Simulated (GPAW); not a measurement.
## Cl/Ir(100): work function by functional and basis

Aim: the work function of both faces of Cl/Ir(100), and its spread over functionals and bases.

Calculated with GPAW 26.7.0; GPAW, PAW setups; slab in vacuum, relaxation, in the first sound run; inputs show where later runs differ.

**1. The starting structure**

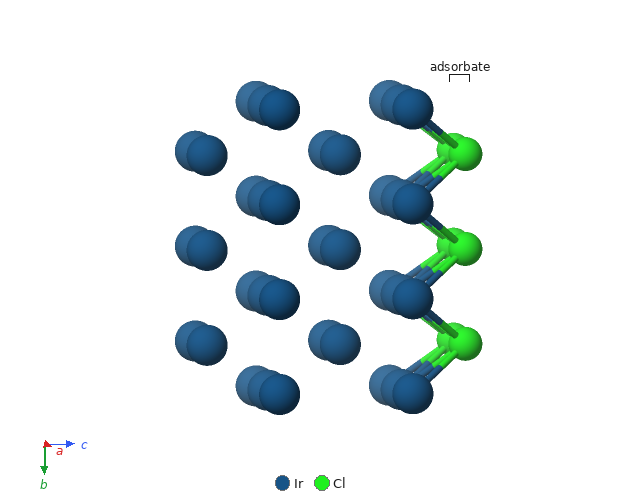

The cell as given, from the side, with the c axis across the page (iridium blue, chlorine green). 2×3×1 cells are drawn. Some periodic images of atoms are drawn too.

The cell holds 5 atoms: 4 Ir and 1 Cl. Cell: a = 2.715 Å, b = 2.715 Å, c = 21.440 Å, α = 90.0°, β = 90.0°, γ = 90.0°. Vacuum lies along c.

Structure file:

```
Ir Cl
1.0
     2.71529    0.00000    0.00000
     0.00000    2.71529    0.00000
     0.00000    0.00000   21.44040
Ir Cl
4 1
Direct
  0.50000 0.50000 0.32649
  0.00000 0.00000 0.41604
  0.50000 0.50000 0.50559
  0.00000 0.00000 0.59514
  0.50000 0.50000 0.67351
```

**2. Relaxing the atoms**

The atoms are relaxed first, since the surface dipole, and with it the work function, follows the positions of the outer layers. The lowest 2 atoms are held at bulk positions and keep their forces.

The input, run.py:

```python
import json
import numpy as np
from ase import Atoms
from ase.constraints import FixAtoms
from ase.optimize import BFGS
from gpaw import GPAW, PW

slab = Atoms(
    ['Ir', 'Ir', 'Ir', 'Ir', 'Cl'],
    positions=[
        [1.35765, 1.35765, 7.00000],
        [0.00000, 0.00000, 8.92000],
        [1.35765, 1.35765, 10.84000],
        [0.00000, 0.00000, 12.76000],
        [1.35765, 1.35765, 14.44040]],
    cell=[[2.71529, 0.0, 0.0], [0.0, 2.71529, 0.0], [0.0, 0.0, 21.4404]],
    pbc=[True, True, False])

slab.calc = GPAW(mode=PW(400), xc='PBE', kpts={'size': (12, 12, 1), 'gamma': True},
                 occupations={'name': 'fermi-dirac', 'width': 0.1}, nbands='160%',
                 convergence={'density': 1e-05}, maxiter=200,
                 poissonsolver={'dipolelayer': 'xy'},
                 symmetry={'tolerance': 1e-3, 'extra_ids': [1, 1, 0, 0, 0]}, txt='slab.txt')
result = {}
slab.set_constraint(FixAtoms([0, 1]))
path = []
opt = BFGS(slab, maxstep=0.2)
opt.attach(lambda: path.append((slab.get_potential_energy(), slab.positions.tolist(), slab.get_forces().tolist())))
result['relaxed'] = bool(opt.run(fmax=0.03, steps=40))
result['path'] = path
energy = slab.get_potential_energy()
fermi = slab.calc.get_fermi_level()
v = slab.calc.get_electrostatic_potential().mean((0, 1)) - fermi
n = slab.calc.get_pseudo_density().mean((0, 1))
L = slab.cell[2, 2]
z = np.arange(len(v)) * L / len(v)
low, high = slab.positions[:, 2].min(), slab.positions[:, 2].max()
below, above = np.interp([low - 4.8, high + 4.8], z, v)
slopes = [np.interp(x, z, np.gradient(v, z)) for x in (low - 4.8, high + 4.8)]
eps = np.array([[slab.calc.get_eigenvalues(k, s) for k in range(len(slab.calc.get_ibz_k_points()))]
                for s in range(slab.calc.get_number_of_spins())]) - fermi
top, bottom = eps[eps < 0].max(), eps[eps > 0].min()
dipole = slab.get_dipole_moment()[2]
print(f'energy {energy:.4f} eV, Fermi level {fermi:.4f} eV, dipole {dipole:.5f} e A')
print(f'potential 4.8 A off the faces, from the Fermi level: lower {below:.4f} eV, upper {above:.4f} eV')
print(f'slope of the potential there: lower {slopes[0]:.5f}, upper {slopes[1]:.5f} eV/A')
print(f'nearest levels on the mesh: {top:.4f} and {bottom:.4f} eV')
print('magnetic moment', round(slab.get_magnetic_moment(), 3))
result.update(energy=energy, fermi=fermi, dipole=dipole, below=below, above=above, slopes=slopes, edges=[top, bottom],
              z=z.tolist(), v=v.tolist(), n=n.tolist(), positions=slab.positions.tolist(),
              forces=slab.get_forces(apply_constraint=False).tolist(), moments=slab.get_magnetic_moments().tolist())
json.dump(result, open('result.json', 'w'))
```

The run is started by

```bash
$ OMP_NUM_THREADS=1 OPENBLAS_NUM_THREADS=1 python run.py
```

Log:

```text
Step          Energy          fmax
BFGS:    0      -36.231288        1.859678
BFGS:    1      -36.310788        1.301578
BFGS:    2      -36.389005        0.559225
BFGS:    3      -36.398589        0.457424
BFGS:    4      -36.422511        0.294529
BFGS:    5      -36.426007        0.304519
BFGS:    6      -36.432798        0.415670
BFGS:    7      -36.440706        0.395509
BFGS:    8      -36.446281        0.236173
BFGS:    9      -36.448362        0.071446
BFGS:   10      -36.448662        0.007745
energy -36.3448 eV, Fermi level 3.1080 eV, dipole 0.01078 e A
potential 4.8 A off the faces, from the Fermi level: lower 5.5727 eV, upper 5.3097 eV
slope of the potential there: lower -0.00047, upper 0.00019 eV/A
nearest levels on the mesh: -0.0038 and 0.0384 eV
magnetic moment 0.0
```

Run time: 20 min. Hardware: 1 thread of Arm Neoverse V2, shared host; peak memory 0.25 GiB.

This run has no spin polarisation, although Ir can carry a moment.

Step by step:

| step | energy less that of the first step (eV) | largest force (eV/Å) |
| --- | --- | --- |
| 1 | 0.0000 | 1.8597 |
| 2 | -0.0794 | 1.3016 |
| 3 | -0.1572 | 0.5592 |
| 4 | -0.1667 | 0.4574 |
| 5 | -0.1903 | 0.2945 |
| 6 | -0.1937 | 0.3045 |
| 7 | -0.2004 | 0.4157 |
| 8 | -0.2080 | 0.3955 |
| 9 | -0.2133 | 0.2362 |
| 10 | -0.2152 | 0.0714 |
| 11 | -0.2155 | 0.0077 |

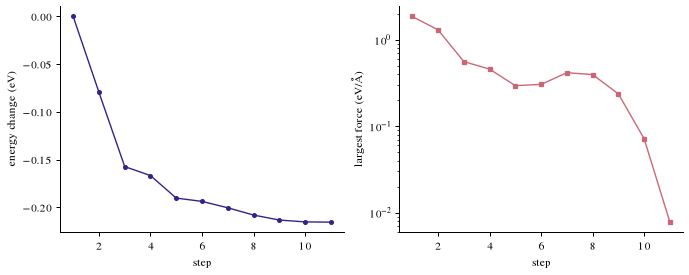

Energy and largest force along the relaxation.

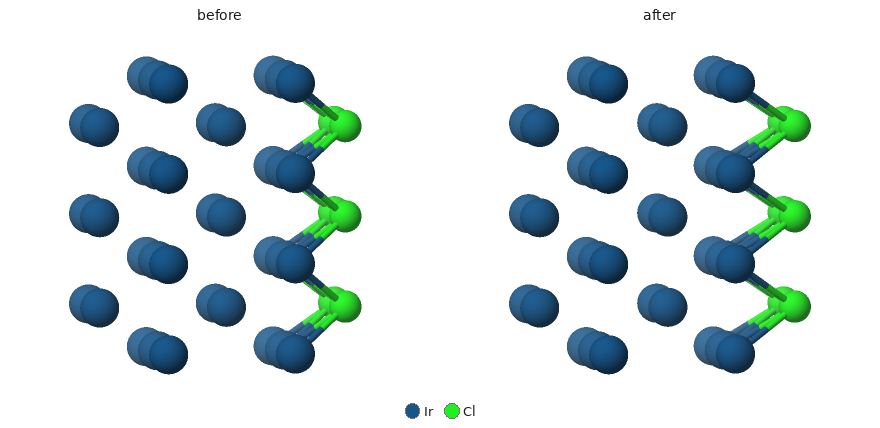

The structure before and after the relaxation, drawn at the same scale.

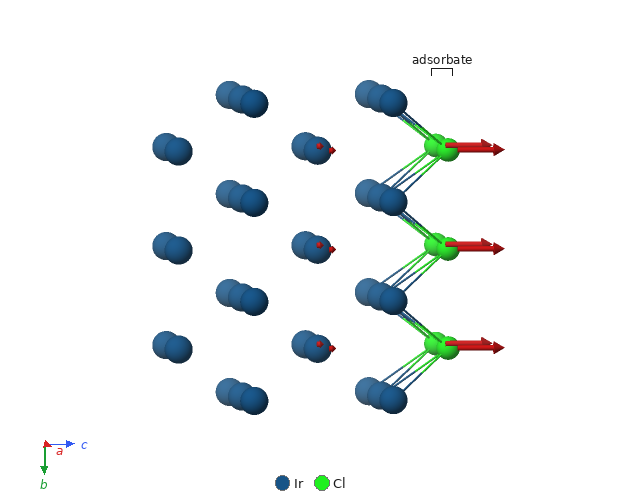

Displacements in the relaxation, exaggerated; the longest in the cell stands for 0.29 Å. 2×3×1 cells are drawn. Some periodic images of atoms are drawn too.

The atoms that moved most (Å):

| atom | dx | dy | dz | length |
| --- | --- | --- | --- | --- |
| Cl5 | 0.000 | 0.000 | 0.286 | 0.286 |
| Ir3 | 0.000 | 0.000 | 0.043 | 0.043 |

The relaxed structure:

```
Ir Cl
1.0
     2.71529    0.00000    0.00000
     0.00000    2.71529    0.00000
     0.00000    0.00000   21.44040
Ir Cl
4 1
Direct
  0.50000 0.50000 0.32649
  0.00000 0.00000 0.41604
  0.50000 0.50000 0.50759
  0.00000 0.00000 0.59527
  0.50000 0.50000 0.68687
```

This step gave:

| Property | Result |
| --- | --- |
| dipole along the normal | 0.01078 e·Å |
| levels nearest the Fermi level on the mesh | -0.003763, 0.03844 eV from the Fermi level |
| upper work function | 5.310 eV |
| lower work function | 5.573 eV |

The electrostatic potential energy of an electron (without an applied field's), less the Fermi level, planar mean oscillates, so the rows of the table below give means over windows of 1.93 Å about each position, cut where the curve ends. Its maxima inside the range that stand out by 2 % of the span (Å: eV): 7.9: -4.33, 9.9: -4.20, 11.8: -5.21, 13.8: -1.78. Its minima: 7.0: -25.9, 8.9: -26.6, 10.9: -26.7, 12.8: -26.4, 14.7: -22.8.

Table of electrostatic potential energy of an electron (without an applied field's), less the Fermi level, planar mean by z; means over each step:

| z (Å) | electrostatic potential energy of an electron (without an applied field's), less the Fermi level, planar mean (eV) |
| --- | --- |
| 0.96 | 5.56 |
| 2.90 | 5.57 |
| 4.83 | 5.06 |
| 6.76 | -12.7 |
| 8.69 | -14.7 |
| 10.62 | -14.8 |
| 12.55 | -14.8 |
| 14.48 | -9.49 |
| 16.41 | 4.49 |
| 18.34 | 5.31 |
| 20.27 | 5.31 |

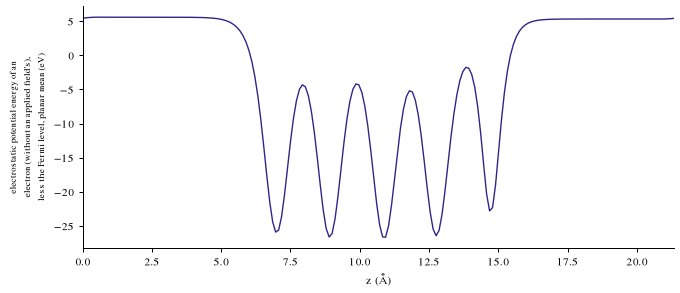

Electrostatic potential energy of an electron (without an applied field's), less the Fermi level, planar mean against z.

The pseudo valence density, planar mean oscillates, so the rows of the table below give means over windows of 1.93 Å about each position, cut where the curve ends. Its maxima inside the range that stand out by 2 % of the span (Å: e/Å³): 7.1: 1.94, 9.0: 1.94, 10.9: 1.98, 12.9: 1.92, 14.4: 0.634. Its minima: 7.9: 0.492, 9.9: 0.466, 11.8: 0.517, 13.7: 0.353.

The pseudo valence density, planar mean by z; means over each step:

| z (Å) | pseudo valence density, planar mean (e/Å³) |
| --- | --- |
| 2.90 | 1.1e-4 |
| 4.83 | 0.0217 |
| 6.76 | 0.969 |
| 8.69 | 1.05 |
| 10.62 | 1.05 |
| 12.55 | 1.05 |
| 14.48 | 0.510 |
| 16.41 | 0.0524 |
| 18.34 | 8.6e-5 |

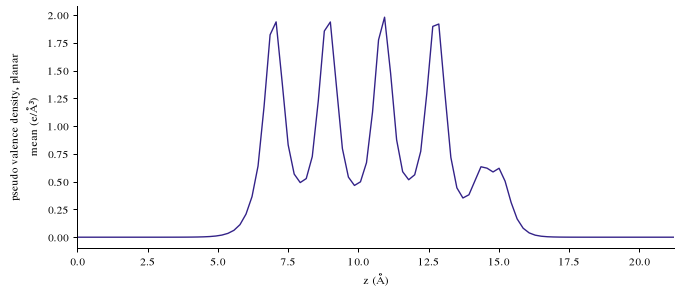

Pseudo valence density, planar mean, plotted against z.

The relaxation lowered the energy of the cell by 0.215 eV (energies extrapolated to zero smearing; the optimiser's log prints free energies). The largest force left on a free atom is 0.0077 eV/Å.

**3. Plane waves, PBE**

The work function is the vacuum plateau of the electrostatic potential less the Fermi level; a dipole layer lets the two faces have plateaus of their own.

This step: GPAW, PAW setups; slab in vacuum (GPAW 26.7.0).

run.py, as its differences from that of step 2:

```diff
@@ -3,4 +3,2 @@
 from ase import Atoms
-from ase.constraints import FixAtoms
-from ase.optimize import BFGS
 from gpaw import GPAW, PW
@@ -12,5 +10,5 @@
         [0.00000, 0.00000, 8.92000],
-        [1.35765, 1.35765, 10.84000],
-        [0.00000, 0.00000, 12.76000],
-        [1.35765, 1.35765, 14.44040]],
+        [1.35765, 1.35765, 10.88298],
+        [0.00000, 0.00000, 12.76278],
+        [1.35765, 1.35765, 14.72677]],
     cell=[[2.71529, 0.0, 0.0], [0.0, 2.71529, 0.0], [0.0, 0.0, 21.4404]],
@@ -22,10 +20,4 @@
                  poissonsolver={'dipolelayer': 'xy'},
-                 symmetry={'tolerance': 1e-3, 'extra_ids': [1, 1, 0, 0, 0]}, txt='slab.txt')
+                 symmetry={'tolerance': 1e-3}, txt='slab.txt')
 result = {}
-slab.set_constraint(FixAtoms([0, 1]))
-path = []
-opt = BFGS(slab, maxstep=0.2)
-opt.attach(lambda: path.append((slab.get_potential_energy(), slab.positions.tolist(), slab.get_forces().tolist())))
-result['relaxed'] = bool(opt.run(fmax=0.03, steps=40))
-result['path'] = path
 energy = slab.get_potential_energy()
```

Log:

```text
energy -36.3448 eV, Fermi level 3.1080 eV, dipole 0.01080 e A
potential 4.8 A off the faces, from the Fermi level: lower 5.5726 eV, upper 5.3096 eV
slope of the potential there: lower -0.00047, upper 0.00019 eV/A
nearest levels on the mesh: -0.0037 and 0.0384 eV
magnetic moment 0.0
```

The job ended after 2 min (1 thread; peak memory 0.24 GiB).

This step gave:

```yaml
dipole_along_the_normal: 0.01080 e·Å
levels_nearest_the_fermi_level_on_the_mesh: -0.003726, 0.03843 eV from the Fermi level
```

The electrostatic potential energy of an electron (without an applied field's), less the Fermi level, planar mean oscillates, so the rows of the table below give means over windows of 1.93 Å about each position, cut where the curve ends. Its maxima inside the range that stand out by 2 % of the span (Å: eV): 7.9: -4.33, 9.9: -4.20, 11.8: -5.21, 13.8: -1.78. Its minima: 7.0: -25.9, 8.9: -26.6, 10.9: -26.7, 12.8: -26.4, 14.7: -22.8.

The electrostatic potential energy of an electron (without an applied field's), less the Fermi level, planar mean by z; means over each step:

(Unchanged from step 2.)

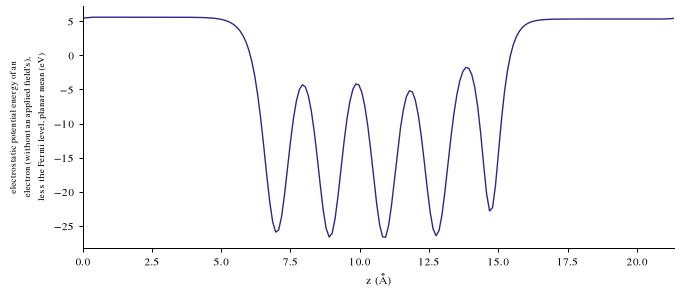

Electrostatic potential energy of an electron (without an applied field's), less the Fermi level, planar mean against z.

The pseudo valence density, planar mean oscillates, so the rows of the table below give means over windows of 1.93 Å about each position, cut where the curve ends. Its maxima inside the range that stand out by 2 % of the span (Å: e/Å³): 7.1: 1.94, 9.0: 1.94, 10.9: 1.98, 12.9: 1.92, 14.4: 0.634. Its minima: 7.9: 0.492, 9.9: 0.466, 11.8: 0.517, 13.7: 0.353.

The pseudo valence density, planar mean by z; means over each step:

| z (Å) | pseudo valence density, planar mean (e/Å³) |
| --- | --- |
| 2.90 | 1.1e-4 |
| 4.83 | 0.0217 |
| 6.76 | 0.969 |
| 8.69 | 1.05 |
| 10.62 | 1.05 |
| 12.55 | 1.05 |
| 14.48 | 0.510 |
| 16.41 | 0.0524 |
| 18.34 | 8.6e-5 |

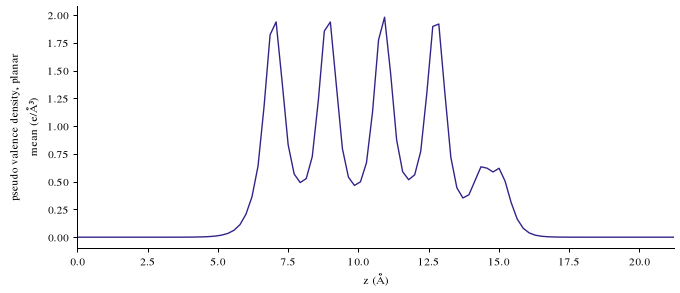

Pseudo valence density, planar mean, plotted against z.

Force by atom:

| atom | x (eV/Å) | y (eV/Å) | z (eV/Å) | size |
| --- | --- | --- | --- | --- |
| Ir1 | 0.000 | 0.000 | 0.735 | 0.735 |
| Ir2 | 0.000 | 0.000 | -0.728 | 0.728 |
| Ir3 | 0.000 | 0.000 | 0.002 | 0.002 |
| Ir4 | 0.000 | 0.000 | -0.002 | 0.002 |
| Cl5 | 0.000 | 0.000 | -0.007 | 0.007 |

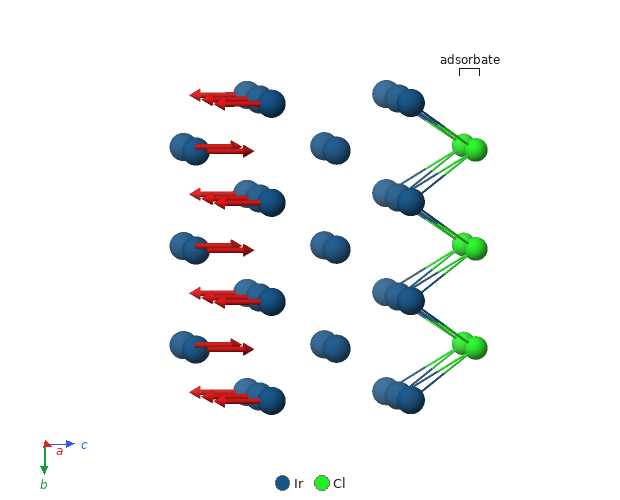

Force as arrows, the longest 0.735 eV/Å. 2×3×1 cells are drawn. Some periodic images of atoms are drawn too.

The potential is flat to 4.7e-4 eV/Å where it is read, so the vacuum is wide enough.

**4. Self-consistent run: xc = "revPBE"**

The same geometry under revPBE, to see how far the functional moves the levels against the vacuum.

run.py, as its differences from that of step 3:

```diff
@@ -16,3 +16,3 @@
 
-slab.calc = GPAW(mode=PW(400), xc='PBE', kpts={'size': (12, 12, 1), 'gamma': True},
+slab.calc = GPAW(mode=PW(400), xc='revPBE', kpts={'size': (12, 12, 1), 'gamma': True},
                  occupations={'name': 'fermi-dirac', 'width': 0.1}, nbands='160%',
```

Log:

```text
energy -34.0821 eV, Fermi level 3.1946 eV, dipole 0.00974 e A
potential 4.8 A off the faces, from the Fermi level: lower 5.4418 eV, upper 5.2047 eV
slope of the potential there: lower -0.00051, upper 0.00020 eV/A
nearest levels on the mesh: -0.0030 and 0.0366 eV
magnetic moment 0.0
```

Run time: 2 min. Hardware: 1 thread; peak memory 0.24 GiB.

Numbers from this step:

* dipole along the normal: 0.009742 e·Å
* levels nearest the Fermi level on the mesh: -0.003042, 0.03661 eV from the Fermi level
* upper work function: 5.205 eV
* lower work function: 5.442 eV

The electrostatic potential energy of an electron (without an applied field's), less the Fermi level, planar mean oscillates, so the rows of the table below give means over windows of 1.93 Å about each position, cut where the curve ends. Its maxima inside the range that stand out by 2 % of the span (Å: eV): 7.9: -4.39, 9.9: -4.26, 11.8: -5.27, 13.8: -1.84. Its minima: 7.0: -25.9, 8.9: -26.7, 10.9: -26.7, 12.8: -26.5, 14.7: -22.9.

The electrostatic potential energy of an electron (without an applied field's), less the Fermi level, planar mean by z; means over each step:

| z (Å) | electrostatic potential energy of an electron (without an applied field's), less the Fermi level, planar mean (eV) |
| --- | --- |
| 0.96 | 5.43 |
| 2.90 | 5.44 |
| 4.83 | 4.94 |
| 6.76 | -12.8 |
| 8.69 | -14.7 |
| 10.62 | -14.8 |
| 12.55 | -14.8 |
| 14.48 | -9.55 |
| 16.41 | 4.39 |
| 18.34 | 5.20 |
| 20.27 | 5.21 |

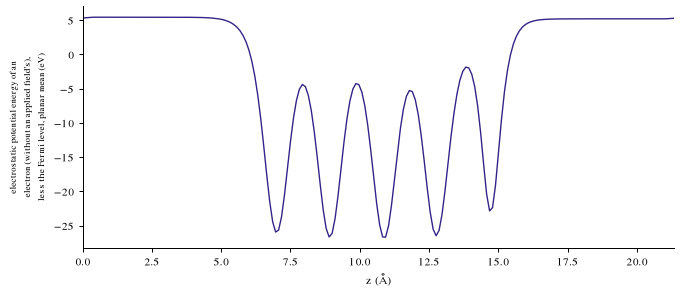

Electrostatic potential energy of an electron (without an applied field's), less the Fermi level, planar mean, plotted against z.

The pseudo valence density, planar mean oscillates, so the rows of the table below give means over windows of 1.93 Å about each position, cut where the curve ends. Its maxima inside the range that stand out by 2 % of the span (Å: e/Å³): 7.1: 1.94, 9.0: 1.94, 10.9: 1.98, 12.9: 1.92, 14.4: 0.634. Its minima: 7.9: 0.491, 9.9: 0.465, 11.8: 0.517, 13.7: 0.352.

Pseudo valence density, planar mean against z; means over each step:

| z (Å) | pseudo valence density, planar mean (e/Å³) |
| --- | --- |
| 2.90 | 1.1e-4 |
| 4.83 | 0.0216 |
| 6.76 | 0.969 |
| 8.69 | 1.05 |
| 10.62 | 1.05 |
| 12.55 | 1.05 |
| 14.48 | 0.510 |
| 16.41 | 0.0523 |
| 18.34 | 8.6e-5 |

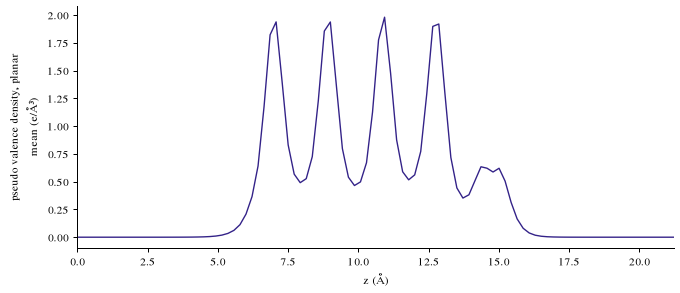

Pseudo valence density, planar mean against z.

Force by atom:

| atom | x (eV/Å) | y (eV/Å) | z (eV/Å) | size |
| --- | --- | --- | --- | --- |
| Ir1 | 0.000 | 0.000 | 0.567 | 0.567 |
| Ir2 | 0.000 | 0.000 | -0.713 | 0.713 |
| Ir3 | 0.000 | 0.000 | -0.015 | 0.015 |
| Ir4 | 0.000 | 0.000 | 0.058 | 0.058 |
| Cl5 | 0.000 | 0.000 | 0.103 | 0.103 |

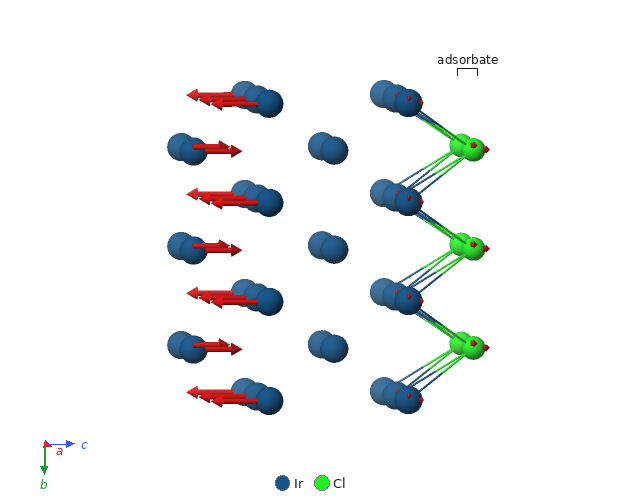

Force as arrows, the longest 0.713 eV/Å. 2×3×1 cells are drawn. Some periodic images of atoms are drawn too.

The upper face's work function is 5.205 eV, against 5.310 eV in the first plane-wave PBE run at this geometry.

(Continued in part 2 of 2.)

[Logs are printed without paths, hosts, clocks, repeated set-up lines and the standing remarks that a program may print on its own settings, such as how far it seeks lower states.]

[Hosts, paths, dates, database ids (printed as entryN), source tags and the programs' standing remarks are cut or masked in the printed files.]
